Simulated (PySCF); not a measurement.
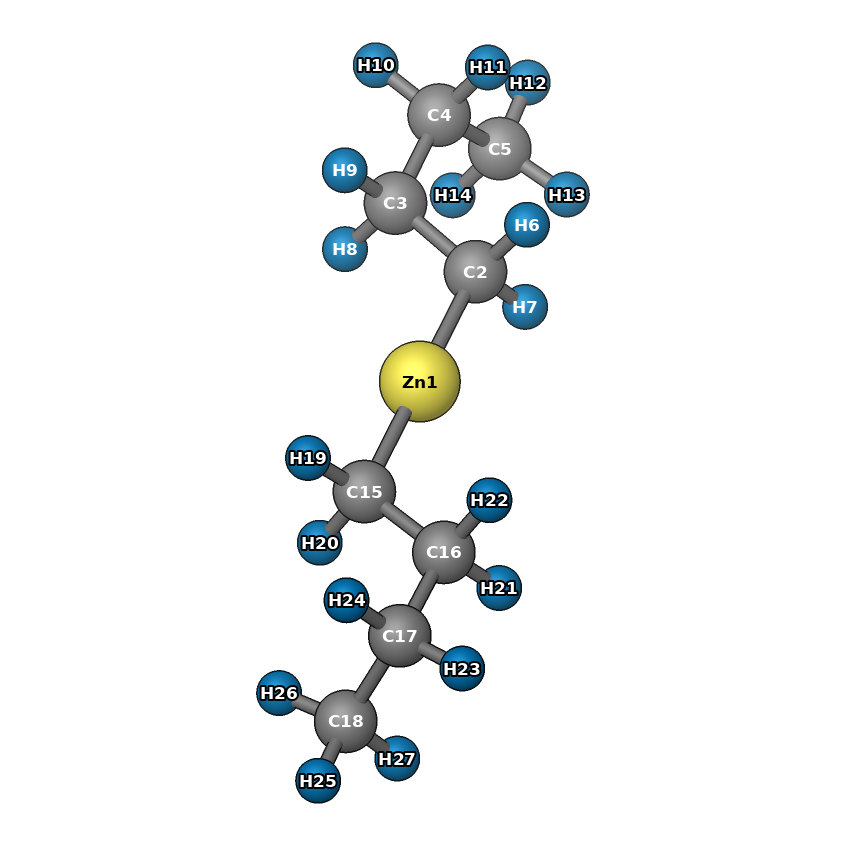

The computed structure is the end point of a PBE0-D3(BJ)/def2-SVP optimisation. No frequency run is at hand to confirm it as a minimum. Level of theory: delta-SCF UKS SCAN, pcX-2 on the ionised atom (unc-x2c-TZVPall on a metal), pcseg-1 elsewhere, spin-free X2C (PySCF 2.14.0).

Give the core-electron binding energies (to vacuum; p and d levels without spin–orbit splitting) of Zn1 2p, C2 1s, C3 1s, C4 1s, C5 1s.

```json
{"atom": "Zn1", "level": "2p", "binding energy (eV)": "1034.3"}
{"atom": "C2", "level": "1s", "binding energy (eV)": "289.2"}
{"atom": "C3", "level": "1s", "binding energy (eV)": "290.1"}
{"atom": "C4", "level": "1s", "binding energy (eV)": "290.1"}
{"atom": "C5", "level": "1s", "binding energy (eV)": "290.3"}
```
